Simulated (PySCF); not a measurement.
Vertical excitations of a molecule Cl2H5NSi2 from PySCF with TDA-LC-ωPBE/def2-SVPD, as energy in eV (oscillator strength): 7.70 (0.031), 8.16 (0.142), 8.35 (0.019), 8.36 (0.044), 8.59 (0.005), 8.70 (0.010), 8.74 (0.017), 8.85 (0.043), 8.94 (0.005), 9.00 (0.166). Lowest triplet (TDA): 7.16 eV. Geometry: PBE0-D3(BJ)/def2-SVP. One conformer was computed; it need not be the lowest.

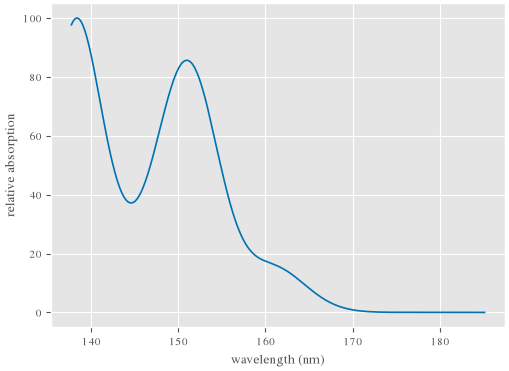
Figure. The lines broadened by 0.4 eV.

Problem. Which molecule gave these data?
A. N[Si@@H](Cl)[SiH2]Cl
B. Cl[SiH2]N[SiH2]Cl
C. N[Si]([SiH3])(Cl)Cl
D. N[SiH2][SiH](Cl)Cl

Solution. B, Cl[SiH2]N[SiH2]Cl
